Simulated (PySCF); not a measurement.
| atom | x (Å) | y (Å) | z (Å) |
| --- | --- | --- | --- |
| C | 1.3864 | 0.8400 | -1.6454 |
| C | 1.3226 | 0.6595 | -0.3341 |
| B | 0.1602 | -0.1027 | 0.4984 |
| N | 0.7799 | -1.6020 | 0.7583 |
| C | -1.2427 | -0.2955 | -0.3159 |
| C | -2.2250 | -1.2209 | 0.4134 |
| C | -1.9279 | 1.0554 | -0.5392 |
| C | 2.4370 | 1.2001 | 0.5195 |
| F | 2.9439 | 0.2123 | 1.3393 |
| F | 3.5150 | 1.6507 | -0.1738 |
| H | 2.1971 | 1.3637 | -2.1299 |
| H | 0.6065 | 0.4795 | -2.2927 |
| H | 0.0096 | 0.3768 | 1.5783 |
| H | 0.1375 | -2.1316 | 1.3382 |
| H | 1.6765 | -1.5030 | 1.2267 |
| H | 0.9081 | -2.0676 | -0.1346 |
| H | -1.0658 | -0.7375 | -1.3045 |
| H | -2.3829 | -0.8766 | 1.4335 |
| H | -1.8694 | -2.2513 | 0.4443 |
| H | -3.1915 | -1.2283 | -0.0897 |
| H | -1.2683 | 1.7334 | -1.0739 |
| H | -2.8492 | 0.9432 | -1.1106 |
| H | -2.1736 | 1.5103 | 0.4175 |
| H | 2.1042 | 2.0119 | 1.1843 |

Geometry: GFN2-xTB.

Level of theory: PBE0/pcSseg-1, SCF density, gas phase, non-relativistic (PySCF 2.14.0).

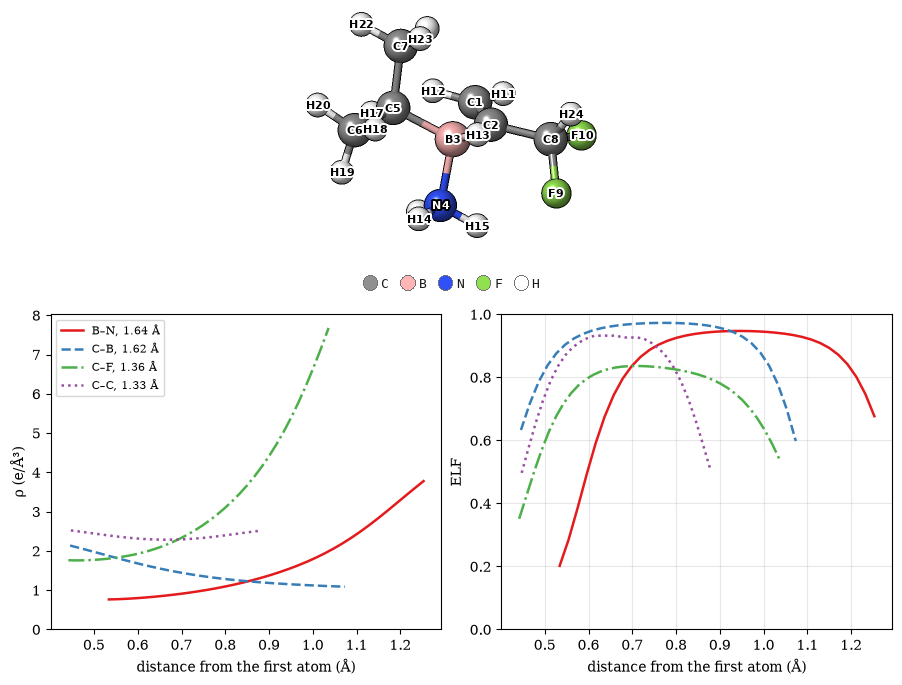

C6H14BF2N. Total electron density and electron localisation function along straight lines between neighbouring atoms. The curves leave out the atomic cores. The structure is drawn too.

**What can be read from the curves?**

B–N (1.64 Å): the density is about 1.1 e/Å³ at the midpoint; the ELF peaks at about 0.95 between the atoms: a shared but strongly polarised pair.
C–B (1.62 Å): the density is about 1.3 e/Å³ at the midpoint; the ELF peaks at about 1 between the atoms (a shared electron pair).
C–F (1.36 Å): ρ at the midpoint is about 2.2 e/Å³, with its minimum of 1.8 e/Å³ about 0.5 Å from C; the ELF peaks at about 0.85 between the atoms; a shared but strongly polarised pair.
C–C (1.33 Å): the density is about 2.3 e/Å³ at the midpoint; the ELF peaks at about 0.95 between the atoms; a short, multiple covalent bond.
